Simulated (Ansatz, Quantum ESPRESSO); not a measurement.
# MgI2 (P-3m1): Raman and infrared activity

Wanted: vibrational spectra of MgI2 (P-3m1) from linear and non-linear response.

Main program and level: Quantum ESPRESSO 8.0 development, patched; DFT LDA, scalar-relativistic, plane waves, PseudoDojo norm-conserving pseudopotentials.

The database entry behind the starting cell has ideal inner coordinates that were not refined, so it need not match the best structure at ambient conditions.

## Step 1: Starting point

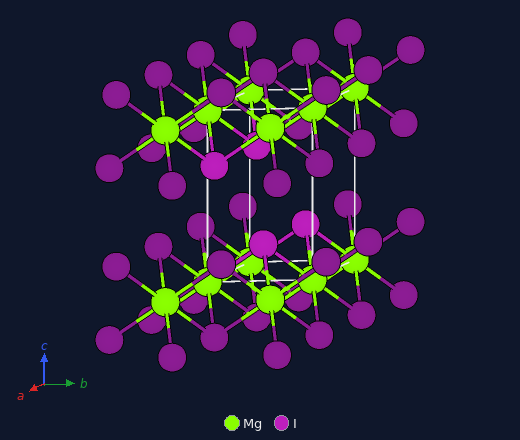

Start, viewed slightly off an axis; magnesium green, iodine pink. 2×1×1 cells are drawn. Some periodic images of atoms are drawn too.

## Step 2: A probe with smearing

A cheap run with smearing and empty bands tells whether the crystal has a gap, which decides between fixed occupations and smearing later on.

probe.in

```
&CONTROL
  calculation = 'scf'
  prefix      = 'x'
  outdir      = './tmp'
  pseudo_dir  = './pseudo'
  tprnfor     = .true.
  tstress     = .true.
  verbosity   = 'high'
/
&SYSTEM
  ibrav       = 0
  nat         = 3
  ntyp        = 2
  ecutwfc     = 76.0
  occupations = 'smearing'
  smearing    = 'gaussian'
  degauss     = 0.01
/
&ELECTRONS
  conv_thr         = 1.0d-07
  mixing_beta      = 0.7
  electron_maxstep = 100
/
ATOMIC_SPECIES
 Mg     24.3050  Mg.upf
 I     126.9045  I.upf
CELL_PARAMETERS angstrom
     4.140000000    0.000000000    0.000000000
    -2.070000000    3.585345170    0.000000000
     0.000000000    0.000000000    6.880000000
ATOMIC_POSITIONS crystal
 Mg     0.000000000   0.000000000   0.000000000
 I      0.333333330   0.666666670   0.250000000
 I      0.666666670   0.333333330   0.750000000
K_POINTS automatic
 6 6 4 0 0 0
```

Run with:

```console
> OMP_NUM_THREADS=1 mpirun -n 8 pw.x -nk 8 -in probe.in > probe.out
```

Log:

```text
[banners, grids, parts of the stress and lines that vanish by symmetry left out]
Program PWSCF v.8.0dev
     Message from routine setup:
     using ibrav=0 with symmetry is DISCOURAGED, use correct ibrav instead
[...]
kinetic-energy cutoff     =      76.0000  Ry
     charge density cutoff     =     304.0000  Ry
     scf convergence threshold =      1.0E-07
[...]
Exchange-correlation= SLA-PW-NOGX-NOGC
                           (   1   4   0   0   0   0   0)
[...]
12 Sym. Ops., with inversion, found
[...]
(     0          1          0      )
                  (     0          0          1      )
[...]
(  0.0000000  1.0000000  0.0000000 )
                  (  0.0000000  0.0000000  1.0000000 )
[...]
(    -1         -1          0      )
                  (     0          0         -1      )
[...]
(  0.0000000  0.0000000  1.0000000 )
[...]
number of k points=    24  Gaussian smearing, width (Ry)=  0.0100
[...]
c_bands: 1 eigenvalues not converged on the other pools
[...]
c_bands: 1 eigenvalues not converged on the other pools
[...]
End of self-consistent calculation
[...]
the Fermi energy is     4.0758 ev
!    total energy              =    -170.85153711 Ry
[...]
convergence has been achieved in   6 iterations
[...]
atom    1 type  1   force =     0.00000000    0.00000000    0.00000000
     atom    2 type  2   force =    -0.00000000   -0.00000000   -0.01431009
     atom    3 type  2   force =    -0.00000000   -0.00000000    0.01431009
[...]
Total force =     0.020238     Total SCF correction =     0.000471
[...]
total   stress  (Ry/bohr**3)                   (kbar)     P=      -21.45
[...]
XML data file, charge density, pseudopotentials, collected wavefunctions

   JOB DONE.
```

Run time: 5.5 s. Hardware: 8 MPI ranks of Arm Neoverse V2, shared host.

Read from the output:

- volume per atom: 34.04 Å³
- pressure: -2.145 GPa
- gap on the k-mesh: 3.331 eV

A gap of 3.3 eV opens on this mesh, so the crystal is taken as an insulator; the start stands at -2.1 GPa.

## Step 3: Relaxing the cell and atoms

Frequencies change by per cents with a per cent of volume, so the structure is first brought to rest at this level of theory.

relax.in

```
&CONTROL
  calculation   = 'vc-relax'
  prefix        = 'x'
  outdir        = './tmp'
  pseudo_dir    = './pseudo'
  tprnfor       = .true.
  tstress       = .true.
  forc_conv_thr = 2.0d-05
  etot_conv_thr = 1.0d-07
  nstep         = 40
/
&SYSTEM
  ibrav       = 0
  nat         = 3
  ntyp        = 2
  ecutwfc     = 76.0
  occupations = 'fixed'
  nbnd        = 14
/
&ELECTRONS
  conv_thr         = 1.0d-11
  mixing_beta      = 0.7
  electron_maxstep = 100
/
&IONS
/
&CELL
  press_conv_thr = 0.2
/
ATOMIC_SPECIES
 Mg     24.3050  Mg.upf
 I     126.9045  I.upf
CELL_PARAMETERS angstrom
     4.140000000    0.000000000    0.000000000
    -2.070000000    3.585345170    0.000000000
     0.000000000    0.000000000    6.880000000
ATOMIC_POSITIONS crystal
 Mg     0.000000000   0.000000000   0.000000000
 I      0.333333330   0.666666670   0.250000000
 I      0.666666670   0.333333330   0.750000000
K_POINTS automatic
 6 6 4 0 0 0
```

Run with:

```console
> OMP_NUM_THREADS=1 mpirun -n 8 pw.x -nk 8 -in relax.in > relax.out
```

Log:

```text
[banners, grids, parts of the stress and lines that vanish by symmetry left out]
[banner, memory and clock lines left out]
Program PWSCF v.8.0dev

[...]
kinetic-energy cutoff     =      76.0000  Ry
     charge density cutoff     =     304.0000  Ry
     scf convergence threshold =      1.0E-11
[...]
energy convergence thresh.=      1.0E-07
     force convergence thresh. =      2.0E-05
     press convergence thresh. =      2.0E-01
     Exchange-correlation= SLA-PW-NOGX-NOGC
                           (   1   4   0   0   0   0   0)
[...]
12 Sym. Ops., with inversion, found
[...]
number of k points=    24
[...]
End of self-consistent calculation
[...]
highest occupied, lowest unoccupied level (ev):     3.1019    6.4331
!    total energy              =    -170.85153710 Ry
[...]
convergence has been achieved in  10 iterations
[...]
atom    1 type  1   force =     0.00000000    0.00000000    0.00000000
     atom    2 type  2   force =     0.00000000    0.00000000   -0.01427201
     atom    3 type  2   force =     0.00000000    0.00000000    0.01427201
     Total force =     0.020184     Total SCF correction =     0.000003
[...]
total   stress  (Ry/bohr**3)                   (kbar)     P=      -21.33
[...]
number of bfgs steps    =   0
[...]
CELL_PARAMETERS (angstrom)
[...]
ATOMIC_POSITIONS (crystal)
Mg               0.0000000000        0.0000000000        0.0000000000
I                0.3333333300        0.6666666700        0.2489022640
I                0.6666666700        0.3333333300        0.7510977360
[...]
New effective cutoffs (rho, wfc):  306.37   76.64
[...]
End of self-consistent calculation
[...]
highest occupied, lowest unoccupied level (ev):     3.2036    6.5721
!    total energy              =    -170.85289106 Ry
[...]
convergence has been achieved in   7 iterations
[...]
atom    1 type  1   force =    -0.00000000    0.00000000    0.00000000
     atom    2 type  2   force =    -0.00000000   -0.00000000   -0.01103609
     atom    3 type  2   force =     0.00000000    0.00000000    0.01103609
     Total force =     0.015607     Total SCF correction =     0.000008
[...]
total   stress  (Ry/bohr**3)                   (kbar)     P=      -17.12
[...]
number of bfgs steps    =   1
[...]
CELL_PARAMETERS (angstrom)
[...]
ATOMIC_POSITIONS (crystal)
Mg              -0.0000000000        0.0000000000        0.0000000000
[...]
New effective cutoffs (rho, wfc):  310.15   77.63
[...]
End of self-consistent calculation
[...]
highest occupied, lowest unoccupied level (ev):     3.3830    6.7688
!    total energy              =    -170.85430410 Ry
[...]
convergence has been achieved in   7 iterations
[...]
atom    1 type  1   force =    -0.00000000    0.00000000    0.00000000
     atom    2 type  2   force =    -0.00000000   -0.00000000   -0.00595279
     atom    3 type  2   force =     0.00000000   -0.00000000    0.00595279
     Total force =     0.008419     Total SCF correction =     0.000007
[...]
total   stress  (Ry/bohr**3)                   (kbar)     P=      -10.43
[...]
number of bfgs steps    =   2
[...]
CELL_PARAMETERS (angstrom)
[...]
ATOMIC_POSITIONS (crystal)
[...]
New effective cutoffs (rho, wfc):  316.03   79.11
[...]
Total force =     0.000336     Total SCF correction =     0.000000
[...]
total   stress  (Ry/bohr**3)                   (kbar)     P=        0.55
[...]
number of bfgs steps    =  12
[...]
highest occupied, lowest unoccupied level (ev):     3.8140    7.1572
!    total energy              =    -170.85508427 Ry
[...]
convergence has been achieved in   6 iterations
[...]
Total force =     0.000386     Total SCF correction =     0.000003
[...]
total   stress  (Ry/bohr**3)                   (kbar)     P=        0.38
[...]
number of bfgs steps    =  13
[...]
highest occupied, lowest unoccupied level (ev):     3.8132    7.1520
!    total energy              =    -170.85508528 Ry
[...]
convergence has been achieved in   6 iterations
[...]
Total force =     0.000183     Total SCF correction =     0.000002
[...]
total   stress  (Ry/bohr**3)                   (kbar)     P=        0.12
[...]
number of bfgs steps    =  14
[...]
New effective cutoffs (rho, wfc):  322.26   80.66
[...]
highest occupied, lowest unoccupied level (ev):     3.8119    7.1503
!    total energy              =    -170.85508542 Ry
[...]
convergence has been achieved in   6 iterations
[...]
atom    2 type  2   force =     0.00000000    0.00000000    0.00002224
     atom    3 type  2   force =    -0.00000000   -0.00000000   -0.00002224
     Total force =     0.000031     Total SCF correction =     0.000000
[...]
total   stress  (Ry/bohr**3)                   (kbar)     P=        0.01
[...]
number of bfgs steps    =  15
[...]
CELL_PARAMETERS (angstrom)
[...]
ATOMIC_POSITIONS (crystal)
[...]
New effective cutoffs (rho, wfc):  322.24   80.66
[...]
End of self-consistent calculation
[...]
highest occupied, lowest unoccupied level (ev):     3.8116    7.1502
!    total energy              =    -170.85508543 Ry
[...]
convergence has been achieved in   5 iterations
[...]
atom    1 type  1   force =     0.00000000   -0.00000000   -0.00000000
     atom    2 type  2   force =     0.00000000    0.00000000    0.00000098
     atom    3 type  2   force =    -0.00000000    0.00000000   -0.00000098
     Total force =     0.000001     Total SCF correction =     0.000001
[...]
total   stress  (Ry/bohr**3)                   (kbar)     P=       -0.00
[...]
bfgs converged in  17 scf cycles and  16 bfgs steps
[...]
End of BFGS Geometry Optimization
     Final enthalpy           =    -170.8550854298 Ry
     File ./tmp/x.bfgs deleted, as requested
[...]
CELL_PARAMETERS (angstrom)
[...]
ATOMIC_POSITIONS (crystal)
[...]
I                0.3333333300        0.6666666700        0.2482909091
I                0.6666666700        0.3333333300        0.7517090909
[...]
Final scf calculation at the relaxed structure.
[...]
kinetic-energy cutoff     =      76.0000  Ry
     charge density cutoff     =     304.0000  Ry
     scf convergence threshold =      1.1E-13
[...]
press convergence thresh. =      2.0E-01
     Exchange-correlation= SLA-PW-NOGX-NOGC
                           (   1   4   0   0   0   0   0)
[...]
12 Sym. Ops., with inversion, found
[...]
number of k points=    24
[...]
End of self-consistent calculation
[...]
highest occupied, lowest unoccupied level (ev):     3.8117    7.1501
!    total energy              =    -170.85476319 Ry
[...]
convergence has been achieved in  13 iterations
[...]
atom    1 type  1   force =     0.00000000    0.00000000    0.00000000
     atom    2 type  2   force =     0.00000000    0.00000000    0.00000972
     atom    3 type  2   force =    -0.00000000   -0.00000000   -0.00000972
     Total force =     0.000014     Total SCF correction =     0.000001
[...]
total   stress  (Ry/bohr**3)                   (kbar)     P=       -1.23
[...]
XML data file, charge density, pseudopotentials, collected wavefunctions
```

It took 70 s on 8 MPI ranks; 9.4 min of CPU time.

Relaxation path:

| step | energy less that of the first step (eV) | largest force (eV/Å) | pressure (GPa) | volume (Å³) |
| --- | --- | --- | --- | --- |
| 1 | 0.0000 | 0.3669 | -2.13 | 102.12 |
| 2 | -0.0184 | 0.2837 | -1.71 | 101.02 |
| 3 | -0.0376 | 0.1531 | -1.04 | 99.37 |
| 4 | -0.0472 | 0.0465 | 0.00 | 97.03 |
| 5 | -0.0473 | 0.0322 | -0.06 | 97.14 |
| 6 | -0.0474 | 0.0215 | -0.10 | 97.14 |
| 7 | -0.0476 | 0.0105 | -0.11 | 97.05 |
| 8 | -0.0478 | 0.0012 | -0.11 | 96.84 |
| 9 | -0.0480 | 0.0116 | -0.07 | 96.45 |
| 10 | -0.0481 | 0.0116 | -0.01 | 96.16 |
| 11 | -0.0482 | 0.0068 | 0.02 | 96.07 |
| 12 | -0.0482 | 0.0008 | 0.05 | 96.01 |
| 13 | -0.0482 | 0.0061 | 0.06 | 96.00 |
| 14 | -0.0483 | 0.0070 | 0.04 | 96.03 |
| 15 | -0.0483 | 0.0033 | 0.01 | 96.07 |
| 16 | -0.0483 | 0.0006 | 0.00 | 96.09 |
| 17 | -0.0483 | 0.0000 | 0.00 | 96.09 |
| 18 | -0.0439 | 0.0002 | -0.12 | 96.09 |

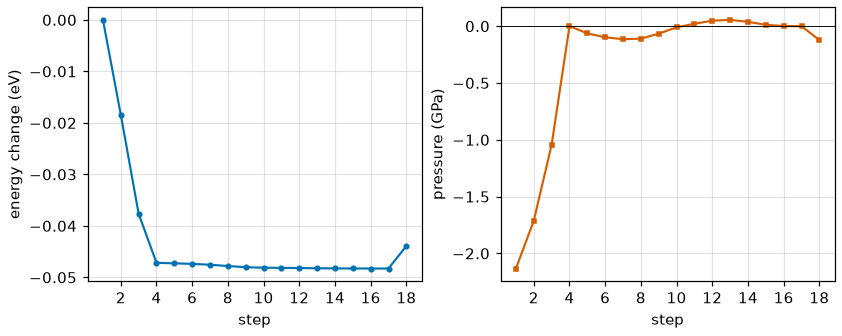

Energy and pressure along the relaxation.

| conventional cell, symmetrised | before | after | change |
| --- | --- | --- | --- |
| a (Å) | 4.140 | 4.076 | -1.5 % |
| b (Å) | 4.140 | 4.076 | -1.5 % |
| c (Å) | 6.880 | 6.677 | -2.9 % |
| volume (Å³/atom) | 34.04 | 32.03 | -5.9 % |

The atoms that moved most (Å, as changes of fractional coordinates times the final cell):

| atom | dx | dy | dz | length |
| --- | --- | --- | --- | --- |
| I3 | 0.000 | 0.000 | 0.011 | 0.011 |
| I2 | 0.000 | 0.000 | -0.011 | 0.011 |

The relaxed structure:

```
Mg I
1.0
     4.07632    0.00000    0.00000
    -2.03816    3.53019    0.00000
     0.00000    0.00000    6.67719
Mg I
1 2
Direct
  0.00000 0.00000 0.00000
  0.33333 0.66667 0.24829
  0.66667 0.33333 0.75171
```

The last row of the table of steps is pw.x's closing run on a basis chosen anew for the final cell, so its energy can jump.

Numbers from this step:

```
volume per atom   : 32.03 Å³
pressure          : -0.1227 GPa
gap on the k-mesh : 3.338 eV
```

The volume changes by -5.9 % from the cell with which this run began.

## Step 4: Self-consistent run for the response

The response is built on this ground state, so it is converged far tighter than an energy would need. With a gap, occupations are fixed, which also allows the response to an electric field.

scf.in

```
&CONTROL
  calculation = 'scf'
  prefix      = 'x'
  outdir      = './tmp'
  pseudo_dir  = './pseudo'
  tprnfor     = .true.
  tstress     = .true.
/
&SYSTEM
  ibrav       = 0
  nat         = 3
  ntyp        = 2
  ecutwfc     = 76.0
  occupations = 'fixed'
  nbnd        = 14
/
&ELECTRONS
  conv_thr         = 1.0d-12
  mixing_beta      = 0.7
  electron_maxstep = 100
/
ATOMIC_SPECIES
 Mg     24.3050  Mg.upf
 I     126.9045  I.upf
CELL_PARAMETERS angstrom
     4.076317429    0.000000000    0.000000000
    -2.038158714    3.530194447    0.000000000
     0.000000000    0.000000000    6.677191358
ATOMIC_POSITIONS crystal
 Mg     0.000000000   0.000000000   0.000000000
 I      0.333333333   0.666666667   0.248290909
 I      0.666666667   0.333333333   0.751709091
K_POINTS automatic
 6 6 4 0 0 0
```

Run with:

```console
> OMP_NUM_THREADS=1 mpirun -n 8 pw.x -nk 8 -in scf.in > scf.out
```

Log:

```text
[banners, grids, parts of the stress and lines that vanish by symmetry left out]
[banner, memory and clock lines left out]
Program PWSCF v.8.0dev

[...]
kinetic-energy cutoff     =      76.0000  Ry
     charge density cutoff     =     304.0000  Ry
     scf convergence threshold =      1.0E-12
[...]
Exchange-correlation= SLA-PW-NOGX-NOGC
                           (   1   4   0   0   0   0   0)
[...]
12 Sym. Ops., with inversion, found
[...]
number of k points=    24
[...]
End of self-consistent calculation
[...]
highest occupied, lowest unoccupied level (ev):     3.8117    7.1501
!    total energy              =    -170.85476321 Ry
[...]
convergence has been achieved in  12 iterations
[...]
atom    1 type  1   force =     0.00000000    0.00000000    0.00000000
     atom    2 type  2   force =    -0.00000000    0.00000000    0.00000974
     atom    3 type  2   force =     0.00000000   -0.00000000   -0.00000974
     Total force =     0.000014     Total SCF correction =     0.000001
[...]
total   stress  (Ry/bohr**3)                   (kbar)     P=       -1.23
[...]
XML data file, charge density, pseudopotentials, collected wavefunctions
```

The job ended after 7.2 s (8 MPI ranks; 56 s of CPU time).

Read from the output:

```
pressure : -0.1223 GPa
```

The cell stands at -0.12 GPa, close enough for phonons.

[end of part 1 of 3]

[Host names and launcher messages were left out of these logs when they were recorded.]

[Logs are printed without paths, hosts, clocks, repeated set-up lines and the standing remarks that a program may print on its own settings, such as how far it seeks lower states.]

[Hosts, paths, dates, database ids (printed as entryN), source tags and the programs' standing remarks are cut or masked in the printed files.]
